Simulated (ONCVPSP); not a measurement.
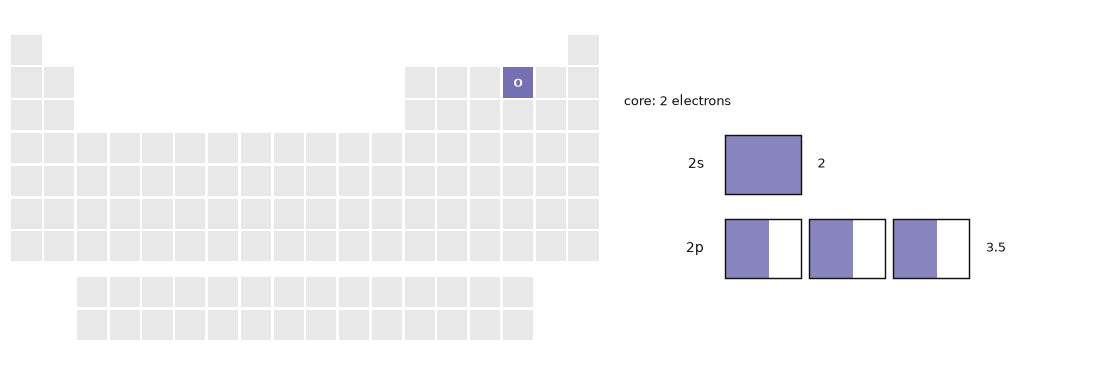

Fig. 1: Left, the place of oxygen in the periodic table; right, the valence shells of the reference configuration: a box for each of the 2l + 1 orbitals, shaded by the share of the shell that is filled, with the electron count at the right.

# Pseudopotential generation for O

- system: oxygen (O, Z = 8), core [He], reference valence 2s2 2p3.5 (an ion of charge +0.5), valence charge 6.
- method: ONCV potential, PBE, scalar-relativistic, made with ONCVPSP 4.0.1

Input file:
```
# ATOM AND REFERENCE CONFIGURATION
# atsym  z   nc   nv     iexc    psfile
  O 8.00    1    2        4      upf
#
#   n    l    f
    1    0    2.00
    2    0    2.00
    2    1    3.50
#
# PSEUDOPOTENTIAL AND OPTIMIZATION
# lmax
    2
#
#   l,   rc,      ep,       ncon, nbas, qcut
    0    0.85    0.00    4    7    6.20
    1    2.05    0.00    4    9    7.10
    2    1.70    0.13    5   10    5.60
#
# LOCAL POTENTIAL
# lloc, lpopt,  rc(5),   dvloc0
    4    5    0.55    3.00
#
# VANDERBILT-KLEINMAN-BYLANDER PROJECTORs
# l, nproj, debl
    0    1    1.30
    1    2    3.00
    2    2    2.30
#
# MODEL CORE CHARGE
# icmod, fcfact, rcfact
    3    3.50    1.55
#
# LOG DERIVATIVE ANALYSIS
# epsh1, epsh2, depsh
   -3.00    5.00    0.02
#
# OUTPUT GRID
# rlmax, drl
    6.00    0.01
#
# TEST CONFIGURATIONS
# ncnf
    4
# nvcnf
#   n    l    f
    2
    2    0    2.00
    2    1    4.00
#
    2
    2    0    2.00
    2    1    3.00
#
    2
    2    0    2.00
    2    1    2.00
#
    2
    2    0    0.00
    2    1    6.00
#
```

Run as:
```bash
oncvpsp.x < O.dat > O.out
```

Log (extracts):
```
ONCVPSP  (Optimized Norm-Conservinng Vanderbilt PSeudopotential)
scalar-relativistic version 4.0.1

#   n    l    f        energy (Ha)
    1    0    2.00    -1.9235576E+01
    2    0    2.00    -1.1536335E+00
    2    1    3.50    -5.9818768E-01

Reference configufation results
  iterations    20
  all-electron total energy (Ha)   -7.47708363D+01

Begin loop to  construct optimized pseudo wave functions
and semi-local pseudopoentials for all angular momenta

Calculating optimized projector #   1

 for l=   0

    Fraction of norm inside rc  0.334725
    Optimizing pswf for qcut=   6.19 a_B^-1,  ecut=  19.13 Ha
    Residual kinetic energy error=  2.22D-02 Ha

    Energy error per electron        Cutoff
         Ha          eV             Ha
         0.01000     0.27211       26.09
         0.00100     0.02721      136.61
         0.00010     0.00272      169.18
         0.00001     0.00027      230.48

   Wellstate for l =  1  n =  5
     eigenvalue =   2.4018
     asymptotic potential =   2.9018
     half-point radius =  4.2373

Calculating optimized projector #   1

 for l=   1

    Fraction of norm inside rc  0.903622
    Optimizing pswf for qcut=   7.09 a_B^-1,  ecut=  25.14 Ha
    Residual kinetic energy error=  6.69D-07 Ha

    Energy error per electron        Cutoff
         Ha          eV             Ha
         0.01000     0.27211       13.89
         0.00100     0.02721       17.54
         0.00010     0.00272       20.37
         0.00001     0.00027       22.60

Calculating optimized projector #   2

 for l=   1

    Fraction of norm inside rc  0.167625
    Optimizing pswf for qcut=   7.09 a_B^-1,  ecut=  25.14 Ha
    Residual kinetic energy error=  2.17D-05 Ha

    Energy error per electron        Cutoff
         Ha          eV             Ha
         0.01000     0.27211       16.00
         0.00100     0.02721       20.03
         0.00010     0.00272       23.11
         0.00001     0.00027       33.33

   Wellstate for l =  2  n =  3
     eigenvalue =   0.1300
     asymptotic potential =   0.6300
     half-point radius =  8.6793

   Wellstate for l =  2  n =  5
     eigenvalue =   2.4300
     asymptotic potential =   2.9300
     half-point radius =  4.0802

Calculating optimized projector #   1

 for l=   2

    Fraction of norm inside rc  0.012006
    Optimizing pswf for qcut=   5.59 a_B^-1,  ecut=  15.64 Ha
    Residual kinetic energy error=  6.54D-06 Ha

    Energy error per electron        Cutoff
         Ha          eV             Ha
         0.01000     0.27211        1.24
         0.00100     0.02721        4.45
         0.00010     0.00272        9.57
         0.00001     0.00027       14.64

Calculating optimized projector #   2

 for l=   2

    Fraction of norm inside rc  0.160310
    Optimizing pswf for qcut=   5.59 a_B^-1,  ecut=  15.64 Ha
    Residual kinetic energy error=  1.55D-03 Ha

    Energy error per electron        Cutoff
         Ha          eV             Ha
         0.01000     0.27211       11.23
         0.00100     0.02721       16.62
         0.00010     0.00272       32.82
         0.00001     0.00027       89.95

Construct Vanderbilt / Kleinmman-Bylander projectors

B matrix Hermiticity error, ll=   1
   1   2    6.9549E-05

  Orthonormal projector coefficients -3.4042E+00 -1.2301E+00

B matrix Hermiticity error, ll=   2
   1   2   -1.1479E-05

  Orthonormal projector coefficients -1.2376E+01 -3.0556E+00

Model core correction analysis
  based on d2Exc/dn_idn_j

d2excae - all-electron derivatives

   -5.699146D-02   -4.991672D-02
   -4.991919D-02   -4.876754D-02

d2excps - pseudofunction derivatives with no core correction

   -5.651156D-02   -5.092651D-02
   -5.092795D-02   -4.868346D-02

rms 2nd derivative error    7.540980E-04

rmatch, rhocmatch    0.4088    7.3330

Teter function model core charge with specified parameters

d2excps - pseudofunction derivatives with core correction

   -5.340747D-02   -5.013970D-02
   -5.014041D-02   -4.829577D-02

rms 2nd derivative error    1.814259E-03

Pseudoatom total energy  -15.165213

Diagnostic tests using Vanderbilt-Kleinman-Bylander pseudopotentials
  1 or more projectors used as specified by nproj input data

   l    rcore       rmatch      e in        delta e   norm test  slope test

   0   0.8532584   0.8791652  -1.1536335  -0.0000213   0.9999989   1.0002811

   1   2.0558137   2.1182327  -0.5981877  -0.0000006   1.0000312   1.0000343
   1   2.0558137   2.1182327   2.4018123   0.0000079   1.0000511   1.0000511

   2   1.7078368   1.7596904   0.1300000   0.0000052   1.0000385   1.0000385
   2   1.7078368   1.7596904   2.4300000  -0.0000009   1.0003022   1.0003022

 Testing for bound ghosts
   n   l    E NL Schr. Eq   E Basis Diag.   E Cutoff

   1   0       -1.153655       -1.103446    171.52

   2   1       -0.598188       -0.598118     93.63

   3   2       -0.014500        0.303055    188.84

 Testing for highly-localized positive-energy ghosts
       l    <radius>/rc     E Basis Diag.   E Cutoff

       2        0.646184        4.776705    188.84  WARNING - GHOST(+)

Test configuration 0

   n   l     f        eae           eps        diff
   1   0  2.0000  -19.23557616
   2   0  2.0000   -1.15363347   -1.15365477   -2.13D-05
   2   1  3.5000   -0.59818768   -0.59818824   -5.59D-07

    Total energies and differences
      AE_ref= -7.47708363D+01  AE_tst= -7.47708363D+01  dif=  0.00D+00
      PS_ref= -1.51652131D+01  PS_tst= -1.51652131D+01  dif=  7.11D-15
      PSP excitation error= -7.11D-15

Test configuration 1

   n   l     f        eae           eps        diff
   1   0  2.0000  -18.91476935
   2   0  2.0000   -0.88057190   -0.87994428    6.28D-04
   2   1  4.0000   -0.33186936   -0.33432656   -2.46D-03

    Total energies and differences
      AE_ref= -7.47708363D+01  AE_tst= -7.50018258D+01  dif= -2.31D-01
      PS_ref= -1.51652131D+01  PS_tst= -1.53969824D+01  dif= -2.32D-01
      PSP excitation error=  7.80D-04

Test configuration 2

   n   l     f        eae           eps        diff
   1   0  2.0000  -19.60819054
   2   0  2.0000   -1.45761465   -1.45609261    1.52D-03
   2   1  3.0000   -0.89851879   -0.89166542    6.85D-03

    Total energies and differences
      AE_ref= -7.47708363D+01  AE_tst= -7.43980121D+01  dif=  3.73D-01
      PS_ref= -1.51652131D+01  PS_tst= -1.47938723D+01  dif=  3.71D-01
      PSP excitation error=  1.48D-03

Test configuration 3

   n   l     f        eae           eps        diff
   1   0  2.0000  -20.49678569
   2   0  2.0000   -2.14418580   -2.12947669    1.47D-02
   2   1  2.0000   -1.58911092   -1.54980690    3.93D-02

    Total energies and differences
      AE_ref= -7.47708363D+01  AE_tst= -7.31637494D+01  dif=  1.61D+00
      PS_ref= -1.51652131D+01  PS_tst= -1.35802715D+01  dif=  1.58D+00
      PSP excitation error=  2.21D-02

Test configuration 4

   n   l     f        eae           eps        diff
   1   0  2.0000  -18.96613814
   2   1  6.0000   -0.36181493   -0.37203871   -1.02D-02

    Total energies and differences
      AE_ref= -7.47708363D+01  AE_tst= -7.39016784D+01  dif=  8.69D-01
      PS_ref= -1.51652131D+01  PS_tst= -1.43000585D+01  dif=  8.65D-01
      PSP excitation error=  4.00D-03
```

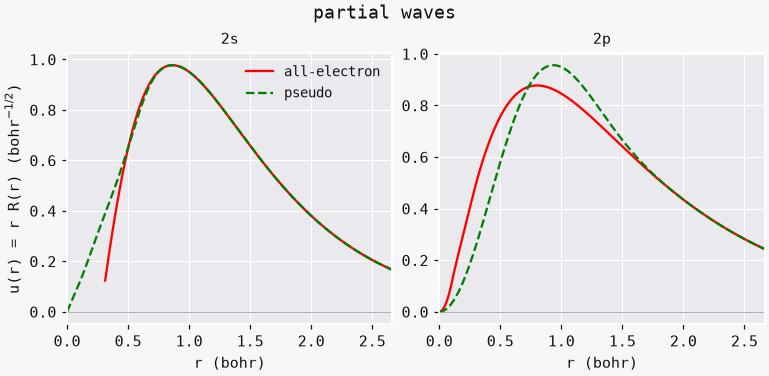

Fig. 2: Partial waves u(r) = r R(r), all-electron (solid) and pseudo (dashed). The innermost oscillations of some all-electron curves aren't drawn. Reference configuration 2s2 2p3.5.

- Matching radii: 2s at 0.85 bohr; 2p at 2.05 bohr. The curves merge smoothly, so the plot gives these only roughly.
- Nodes of the pseudo-waves: 2s has no node; 2p has no node.

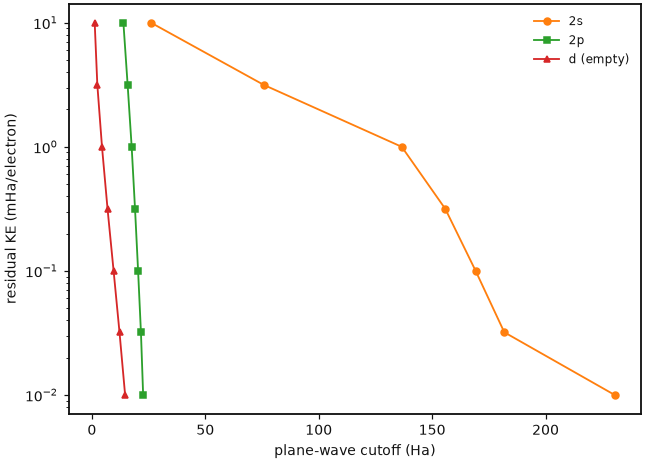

Fig. 3: Residual kinetic energy of the pseudo-waves (the first of each channel, and further valence shells) beyond the plane-wave cutoff, as the generator prints it.

- Cutoffs for 1 mHa per electron: 2s: 137 Ha; 2p: 18 Ha; d (empty): 4.5 Ha.
- Cutoffs for the occupied states: 137 Ha for 1 mHa and 169 Ha for 0.1 mHa per electron. The first is set by 2s.
- Hardest wave at 1 mHa per electron: 2s, with rc = 0.85 bohr and qcut = 6.2 1/bohr. The optimisation minimises, but can't always remove, the kinetic energy above qcut²/2 = 19.2 Ha, and a larger rc would as a rule soften the wave at some cost in transferability.

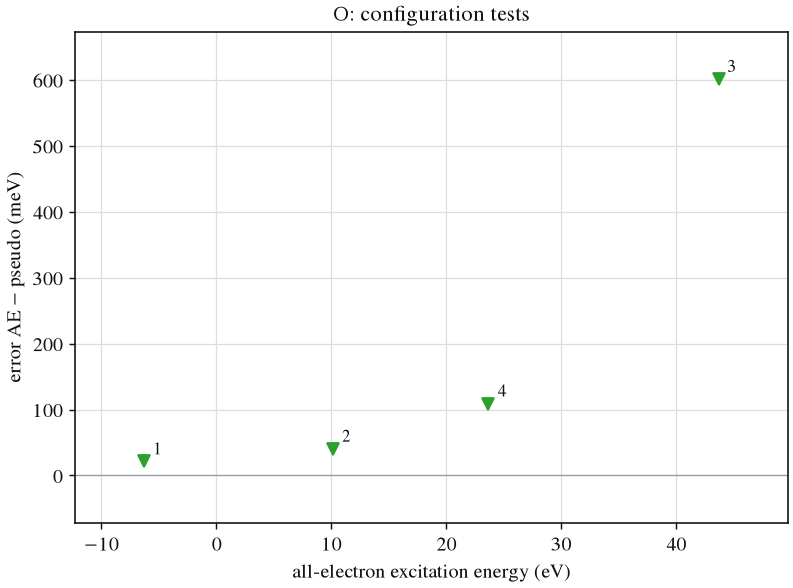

Fig. 4: Errors, all-electron minus pseudo, of the energies of valence configurations relative to the unpolarised reference 2s2 2p3.5. Points: 1 = 2s2 2p4; 2 = 2s2 2p3; 3 = 2s2 2p2; 4 = 2s0 2p6.

- Worst configuration: 2s2 2p2 (charge +2): the error is +601 meV on an all-electron energy of +43.73 eV relative to the reference, or 1.4 %.
- Errors in meV: 2s2 2p4: +21; 2s2 2p3: +40; 2s2 2p2: +601; 2s0 2p6: +109.
- Configurations within 10 meV and within 50 meV: 0 and 2 of 4.

Key numbers:

- outcome: generated
- cutoffs needed: 137 Ha and 169 Ha (the cutoffs at which the residual kinetic energy of the hardest occupied pseudo-wave falls to 1 and 0.1 mHa per electron)
- ghost test: no bound ghost flagged; GHOST(+) flagged for d at 130.0 eV
- largest excitation error: +601 meV (all-electron minus pseudo) for 2s2 2p2, out of 4 test configurations
- rms error of d²Exc/dni dnj: 0.75 mHa without and 1.81 mHa with the model core
- range over which the phases arctan(r R′/R) at the test radius agree within 0.05 rad (a looser test near the poles than one of phase shifts): s: over the whole range computed; p: over the whole range computed; d: up to about 4.2 Ha; f: not judged, local potential alone
- hardware: 1 CPU thread, shared host
- wall time: 2.7 s

Remarks:

An excitation error of 601 meV in its own tests makes this a poorly transferable potential.
